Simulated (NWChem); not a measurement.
Single-point calculation of C2H3F3 (charge +1) (part 2 of 3)

Continued. System: C2H3F3, charge +1, multiplicity 2. Method: HF/STO-3G, UHF (NWChem 7.3.0). The geometry is that of the parent species in another charge or spin state. The geometry comes from this level: PBE0-D4/def2-TZVP.

Geometry of the input (Å):
```
F  -1.1428  -0.6810  1.1631
C  -0.1882  0.1951  0.7118
C  0.1729  -0.1524  -0.7113
F  0.8242  -1.3358  -0.7565
F  1.0117  0.8036  -1.1822
H  0.7017  0.1189  1.3425
H  -0.5885  1.2115  0.7473
H  -0.6988  -0.2170  -1.3705
```

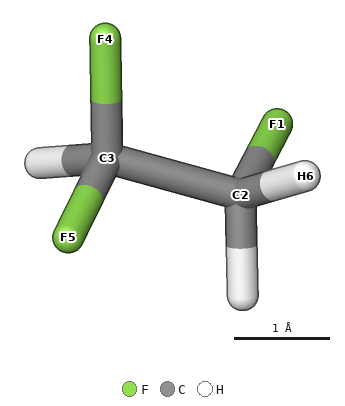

The structure as given in the input (stick view, seen at a tilt; atoms are numbered from 1 in the order of the input).

**What the program printed, continued**
```
 Vector   15  Occ=1.000000D+00  E=-8.852805D-01
              MO Center=  4.3D-01, -1.1D-01, -3.0D-01, r^2= 2.2D+00
   Bfn.  Coefficient  Atom+Function         Bfn.  Coefficient  Atom+Function
  ----- ------------  ---------------      ----- ------------  ---------------
    24      0.387127  5 F  py                10     -0.347891  2 C  pz
    15      0.337790  3 C  pz                19     -0.303365  4 F  py
    13     -0.267005  3 C  px                20      0.267187  4 F  pz
    26     -0.213676  6 H  s                  5      0.207555  1 F  pz
    22      0.186039  5 F  s                 17      0.171693  4 F  s

 Vector   16  Occ=1.000000D+00  E=-8.563687D-01
              MO Center=  4.5D-01, -8.3D-03, -3.1D-01, r^2= 2.4D+00
   Bfn.  Coefficient  Atom+Function         Bfn.  Coefficient  Atom+Function
  ----- ------------  ---------------      ----- ------------  ---------------
    18      0.376235  4 F  px                14      0.311806  3 C  py
    25      0.285851  5 F  pz                26     -0.269060  6 H  s
    13      0.266136  3 C  px                22     -0.262377  5 F  s
    24     -0.249514  5 F  py                 8     -0.247415  2 C  px
     3      0.227084  1 F  px                23     -0.191528  5 F  px

 Vector   17  Occ=1.000000D+00  E=-8.144207D-01
              MO Center=  4.2D-01,  1.4D-02, -2.9D-01, r^2= 2.5D+00
   Bfn.  Coefficient  Atom+Function         Bfn.  Coefficient  Atom+Function
  ----- ------------  ---------------      ----- ------------  ---------------
    23      0.457872  5 F  px                14     -0.366402  3 C  py
    19      0.313967  4 F  py                27      0.270884  7 H  s
     8     -0.259401  2 C  px                18     -0.249549  4 F  px
     9      0.231058  2 C  py                26     -0.224528  6 H  s
    17     -0.216889  4 F  s

 Vector   18  Occ=1.000000D+00  E=-7.299428D-01
              MO Center=  9.1D-01, -2.1D-01, -9.7D-01, r^2= 1.6D+00
   Bfn.  Coefficient  Atom+Function         Bfn.  Coefficient  Atom+Function
  ----- ------------  ---------------      ----- ------------  ---------------
    25     -0.679962  5 F  pz                20      0.626328  4 F  pz
    18      0.257682  4 F  px                23     -0.200745  5 F  px

 Vector   19  Occ=1.000000D+00  E=-6.950546D-01
              MO Center=  7.8D-01, -2.9D-03, -8.6D-01, r^2= 1.8D+00
   Bfn.  Coefficient  Atom+Function         Bfn.  Coefficient  Atom+Function
  ----- ------------  ---------------      ----- ------------  ---------------
    23      0.562641  5 F  px                18      0.409687  4 F  px
    24     -0.390879  5 F  py                20     -0.332107  4 F  pz
    25     -0.271081  5 F  pz                10     -0.229215  2 C  pz
    13     -0.168557  3 C  px                19     -0.167971  4 F  py

 Vector   20  Occ=1.000000D+00  E=-6.905740D-01
              MO Center=  8.5D-01, -5.4D-01, -8.9D-01, r^2= 1.5D+00
   Bfn.  Coefficient  Atom+Function         Bfn.  Coefficient  Atom+Function
  ----- ------------  ---------------      ----- ------------  ---------------
    24      0.560612  5 F  py                19      0.519639  4 F  py
    18      0.510187  4 F  px                20     -0.328562  4 F  pz

 Vector   21  Occ=1.000000D+00  E=-6.582297D-01
              MO Center=  4.8D-01, -2.5D-01, -8.7D-01, r^2= 1.9D+00
   Bfn.  Coefficient  Atom+Function         Bfn.  Coefficient  Atom+Function
  ----- ------------  ---------------      ----- ------------  ---------------
    20      0.486056  4 F  pz                25      0.475484  5 F  pz
    28      0.373376  8 H  s                 18      0.366771  4 F  px
    23      0.343362  5 F  px                10      0.261698  2 C  pz
    13     -0.171263  3 C  px                15     -0.171982  3 C  pz

 Vector   22  Occ=0.000000D+00  E= 9.387903D-02
              MO Center= -3.4D-01, -2.6D-02,  6.2D-01, r^2= 1.3D+00
   Bfn.  Coefficient  Atom+Function         Bfn.  Coefficient  Atom+Function
  ----- ------------  ---------------      ----- ------------  ---------------
     8      0.645880  2 C  px                 9      0.601233  2 C  py
     2      0.464936  1 F  s                  7     -0.459643  2 C  s
     3      0.433402  1 F  px                 4      0.394477  1 F  py
    10     -0.321241  2 C  pz                14      0.206170  3 C  py
     5     -0.204015  1 F  pz                23      0.187147  5 F  px

 Vector   23  Occ=0.000000D+00  E= 2.809304D-01
              MO Center=  1.5D-02,  1.1D-01,  6.0D-02, r^2= 2.2D+00
   Bfn.  Coefficient  Atom+Function         Bfn.  Coefficient  Atom+Function
  ----- ------------  ---------------      ----- ------------  ---------------
    27      0.744499  7 H  s                  8      0.550747  2 C  px
    14     -0.543082  3 C  py                26     -0.515222  6 H  s
     9     -0.443805  2 C  py                19     -0.422306  4 F  py
    13      0.419179  3 C  px                28      0.370943  8 H  s
    17     -0.289840  4 F  s                 18      0.228182  4 F  px

 Vector   24  Occ=0.000000D+00  E= 3.280503D-01
              MO Center=  3.4D-02,  4.7D-02,  2.8D-01, r^2= 1.3D+00
   Bfn.  Coefficient  Atom+Function         Bfn.  Coefficient  Atom+Function
  ----- ------------  ---------------      ----- ------------  ---------------
    10      0.992676  2 C  pz                15      0.807694  3 C  pz
    12      0.682913  3 C  s                 26     -0.540048  6 H  s
     9      0.358745  2 C  py                27     -0.222666  7 H  s
     7     -0.176052  2 C  s                 13     -0.165953  3 C  px

 Vector   25  Occ=0.000000D+00  E= 3.502364D-01
              MO Center=  2.1D-01,  1.2D-01,  1.0D-02, r^2= 2.1D+00
   Bfn.  Coefficient  Atom+Function         Bfn.  Coefficient  Atom+Function
  ----- ------------  ---------------      ----- ------------  ---------------
     7      1.025002  2 C  s                 26     -0.687961  6 H  s
    13      0.586318  3 C  px                14      0.444819  3 C  py
    27     -0.420543  7 H  s                 15     -0.371275  3 C  pz
    24      0.364276  5 F  py                28      0.318258  8 H  s
    22     -0.305750  5 F  s                 23      0.294186  5 F  px

 Vector   26  Occ=0.000000D+00  E= 4.199654D-01
              MO Center= -4.5D-02,  4.8D-01,  7.3D-02, r^2= 1.8D+00
   Bfn.  Coefficient  Atom+Function         Bfn.  Coefficient  Atom+Function
  ----- ------------  ---------------      ----- ------------  ---------------
    27     -0.877551  7 H  s                  7      0.851956  2 C  s
    14     -0.740629  3 C  py                 9      0.692747  2 C  py
    23     -0.272174  5 F  px                22      0.233362  5 F  s
    26     -0.234046  6 H  s                 12     -0.217699  3 C  s
    19     -0.217846  4 F  py                18      0.212959  4 F  px

 Vector   27  Occ=0.000000D+00  E= 4.361160D-01
              MO Center=  5.5D-01, -2.2D-01, -3.7D-01, r^2= 1.7D+00
   Bfn.  Coefficient  Atom+Function         Bfn.  Coefficient  Atom+Function
  ----- ------------  ---------------      ----- ------------  ---------------
    12      0.943739  3 C  s                 26      0.581606  6 H  s
     8     -0.544476  2 C  px                19     -0.541711  4 F  py
    13      0.501246  3 C  px                 7     -0.413248  2 C  s
    24      0.401470  5 F  py                17     -0.377957  4 F  s
    22     -0.301669  5 F  s                 28     -0.255678  8 H  s

 Vector   28  Occ=0.000000D+00  E= 4.531167D-01
              MO Center= -2.7D-01, -1.1D-01, -8.3D-01, r^2= 1.6D+00
   Bfn.  Coefficient  Atom+Function         Bfn.  Coefficient  Atom+Function
  ----- ------------  ---------------      ----- ------------  ---------------
    28      1.117576  8 H  s                 12     -0.729711  3 C  s
    15      0.671813  3 C  pz                13      0.594936  3 C  px
     8     -0.449745  2 C  px                26      0.436764  6 H  s
    27     -0.205570  7 H  s                  7     -0.183481  2 C  s
    23     -0.166373  5 F  px                 9      0.163047  2 C  py

                     UHF Final Beta Molecular Orbital Analysis
                     -----------------------------------------

 Vector    9  Occ=1.000000D+00  E=-1.307152D+00
              MO Center= -3.5D-01, -7.8D-02,  5.6D-01, r^2= 1.7D+00
   Bfn.  Coefficient  Atom+Function         Bfn.  Coefficient  Atom+Function
  ----- ------------  ---------------      ----- ------------  ---------------
     7      0.578814  2 C  s                  2     -0.367000  1 F  s
     3      0.245263  1 F  px                 4      0.233731  1 F  py
    12      0.228904  3 C  s                  6     -0.192134  2 C  s
    22     -0.174035  5 F  s                 17     -0.169488  4 F  s

 Vector   10  Occ=1.000000D+00  E=-1.115200D+00
              MO Center= -3.4D-01, -2.8D-01,  5.5D-02, r^2= 2.4D+00
   Bfn.  Coefficient  Atom+Function         Bfn.  Coefficient  Atom+Function
  ----- ------------  ---------------      ----- ------------  ---------------
     3      0.484057  1 F  px                12     -0.483882  3 C  s
    10      0.276126  2 C  pz                22      0.261646  5 F  s
    17      0.243222  4 F  s                  4      0.186318  1 F  py
    28     -0.177657  8 H  s                  2     -0.162457  1 F  s
    11      0.153083  3 C  s

 Vector   11  Occ=1.000000D+00  E=-1.088257D+00
              MO Center= -8.6D-01, -5.2D-01,  1.0D+00, r^2= 1.1D+00
   Bfn.  Coefficient  Atom+Function         Bfn.  Coefficient  Atom+Function
  ----- ------------  ---------------      ----- ------------  ---------------
     4      0.609413  1 F  py                 3     -0.463483  1 F  px
     5     -0.380269  1 F  pz                 8     -0.259338  2 C  px

 Vector   12  Occ=1.000000D+00  E=-1.023213D+00
              MO Center= -3.0D-01, -4.1D-02,  4.7D-01, r^2= 2.2D+00
   Bfn.  Coefficient  Atom+Function         Bfn.  Coefficient  Atom+Function
  ----- ------------  ---------------      ----- ------------  ---------------
     3      0.449430  1 F  px                 9     -0.287410  2 C  py
     7     -0.252513  2 C  s                  4      0.244519  1 F  py
     8     -0.221720  2 C  px                12      0.211560  3 C  s
    26     -0.194697  6 H  s                 27     -0.194031  7 H  s
    15     -0.164657  3 C  pz                28      0.160495  8 H  s

 Vector   13  Occ=1.000000D+00  E=-9.240350D-01
              MO Center= -3.3D-02, -8.9D-03, -1.3D-01, r^2= 2.3D+00
   Bfn.  Coefficient  Atom+Function         Bfn.  Coefficient  Atom+Function
  ----- ------------  ---------------      ----- ------------  ---------------
    15     -0.344680  3 C  pz                 9      0.331729  2 C  py
    20     -0.258900  4 F  pz                27      0.258379  7 H  s
     5      0.232361  1 F  pz                13     -0.217408  3 C  px
    28      0.208026  8 H  s                 10      0.199427  2 C  pz
    25     -0.198002  5 F  pz                23     -0.176814  5 F  px

 Vector   14  Occ=1.000000D+00  E=-8.923360D-01
              MO Center=  4.7D-01, -1.8D-01, -4.5D-01, r^2= 2.2D+00
   Bfn.  Coefficient  Atom+Function         Bfn.  Coefficient  Atom+Function
  ----- ------------  ---------------      ----- ------------  ---------------
    24      0.423866  5 F  py                19     -0.382886  4 F  py
    13     -0.337973  3 C  px                10     -0.316404  2 C  pz
    15      0.234388  3 C  pz                17      0.228896  4 F  s
    22      0.217771  5 F  s                  4     -0.193341  1 F  py
    20      0.181675  4 F  pz                26     -0.166891  6 H  s

 Vector   15  Occ=1.000000D+00  E=-8.486397D-01
              MO Center=  4.1D-01, -5.6D-02, -2.2D-01, r^2= 2.5D+00
   Bfn.  Coefficient  Atom+Function         Bfn.  Coefficient  Atom+Function
  ----- ------------  ---------------      ----- ------------  ---------------
    18      0.386852  4 F  px                14      0.320289  3 C  py
    26     -0.279787  6 H  s                  3      0.267867  1 F  px
     8     -0.260622  2 C  px                25      0.255405  5 F  pz
    22     -0.250000  5 F  s                 13      0.240179  3 C  px
    24     -0.232565  5 F  py                10     -0.194466  2 C  pz

 Vector   16  Occ=1.000000D+00  E=-8.090385D-01
              MO Center=  3.8D-01,  1.6D-02, -2.4D-01, r^2= 2.6D+00
   Bfn.  Coefficient  Atom+Function         Bfn.  Coefficient  Atom+Function
  ----- ------------  ---------------      ----- ------------  ---------------
    23      0.456529  5 F  px                14     -0.359913  3 C  py
    19      0.297278  4 F  py                27      0.268065  7 H  s
    18     -0.264283  4 F  px                 8     -0.259740  2 C  px
     9      0.242828  2 C  py                26     -0.225384  6 H  s
    17     -0.207724  4 F  s                  4     -0.162217  1 F  py

 Vector   17  Occ=1.000000D+00  E=-7.198828D-01
              MO Center=  9.0D-01, -2.2D-01, -9.7D-01, r^2= 1.6D+00
   Bfn.  Coefficient  Atom+Function         Bfn.  Coefficient  Atom+Function
  ----- ------------  ---------------      ----- ------------  ---------------
    25     -0.679969  5 F  pz                20      0.636265  4 F  pz
    18      0.222679  4 F  px                23     -0.197020  5 F  px

 Vector   18  Occ=1.000000D+00  E=-6.943470D-01
              MO Center=  7.6D-01,  4.2D-02, -8.5D-01, r^2= 1.9D+00
   Bfn.  Coefficient  Atom+Function         Bfn.  Coefficient  Atom+Function
  ----- ------------  ---------------      ----- ------------  ---------------
    23      0.544897  5 F  px                24     -0.437431  5 F  py
    18      0.372670  4 F  px                20     -0.308919  4 F  pz
    25     -0.300805  5 F  pz                10     -0.218929  2 C  pz
    19     -0.181694  4 F  py                 7      0.152665  2 C  s

 Vector   19  Occ=1.000000D+00  E=-6.899473D-01
              MO Center=  8.4D-01, -6.1D-01, -8.7D-01, r^2= 1.5D+00
   Bfn.  Coefficient  Atom+Function         Bfn.  Coefficient  Atom+Function
  ----- ------------  ---------------      ----- ------------  ---------------
    24      0.536266  5 F  py                18      0.528790  4 F  px
    19      0.512550  4 F  py                20     -0.351326  4 F  pz

 Vector   20  Occ=1.000000D+00  E=-6.588766D-01
              MO Center=  4.5D-01, -2.7D-01, -8.4D-01, r^2= 2.0D+00
   Bfn.  Coefficient  Atom+Function         Bfn.  Coefficient  Atom+Function
  ----- ------------  ---------------      ----- ------------  ---------------
    20      0.476624  4 F  pz                25      0.452524  5 F  pz
    18      0.379885  4 F  px                28      0.372136  8 H  s
    23      0.369037  5 F  px                10      0.249558  2 C  pz
    13     -0.184513  3 C  px

 Vector   21  Occ=0.000000D+00  E=-2.575148D-01
              MO Center= -9.4D-01, -5.5D-01,  9.6D-01, r^2= 1.1D+00
   Bfn.  Coefficient  Atom+Function         Bfn.  Coefficient  Atom+Function
  ----- ------------  ---------------      ----- ------------  ---------------
     5      0.802732  1 F  pz                 4      0.471275  1 F  py
    15      0.225479  3 C  pz                27     -0.158614  7 H  s

 Vector   22  Occ=0.000000D+00  E= 1.145403D-01
              MO Center= -3.6D-01, -4.9D-02,  6.3D-01, r^2= 1.3D+00
   Bfn.  Coefficient  Atom+Function         Bfn.  Coefficient  Atom+Function
  ----- ------------  ---------------      ----- ------------  ---------------
     8      0.638592  2 C  px                 9      0.588216  2 C  py
     2      0.480027  1 F  s                  3      0.454430  1 F  px
     7     -0.428856  2 C  s                  4      0.393288  1 F  py
    10     -0.328223  2 C  pz                 5     -0.241369  1 F  pz
    14      0.208629  3 C  py                23      0.186883  5 F  px

 Vector   23  Occ=0.000000D+00  E= 2.872636D-01
              MO Center=  4.7D-02,  7.8D-02,  9.1D-02, r^2= 2.2D+00
   Bfn.  Coefficient  Atom+Function         Bfn.  Coefficient  Atom+Function
  ----- ------------  ---------------      ----- ------------  ---------------
    27      0.716002  7 H  s                 26     -0.578957  6 H  s
     8      0.558788  2 C  px                14     -0.521565  3 C  py
    19     -0.424480  4 F  py                13      0.417461  3 C  px
     9     -0.414805  2 C  py                28      0.375499  8 H  s
    17     -0.291553  4 F  s                 18      0.227360  4 F  px

 Vector   24  Occ=0.000000D+00  E= 3.462604D-01
              MO Center= -1.1D-03,  8.9D-02,  3.8D-01, r^2= 1.4D+00
   Bfn.  Coefficient  Atom+Function         Bfn.  Coefficient  Atom+Function
  ----- ------------  ---------------      ----- ------------  ---------------
    10      0.977848  2 C  pz                15      0.745282  3 C  pz
    12      0.650882  3 C  s                 26     -0.576624  6 H  s
     9      0.401951  2 C  py                27     -0.327355  7 H  s
     5     -0.203838  1 F  pz                13     -0.178688  3 C  px

 Vector   25  Occ=0.000000D+00  E= 3.586335D-01
              MO Center=  1.8D-01,  7.1D-02, -4.5D-02, r^2= 2.0D+00
   Bfn.  Coefficient  Atom+Function         Bfn.  Coefficient  Atom+Function
  ----- ------------  ---------------      ----- ------------  ---------------
     7      1.032587  2 C  s                 26     -0.634914  6 H  s
    13      0.583304  3 C  px                14      0.453964  3 C  py
    15     -0.431442  3 C  pz                27     -0.399837  7 H  s
    24      0.356883  5 F  py                28      0.312508  8 H  s
    22     -0.301807  5 F  s                 23      0.292783  5 F  px
```
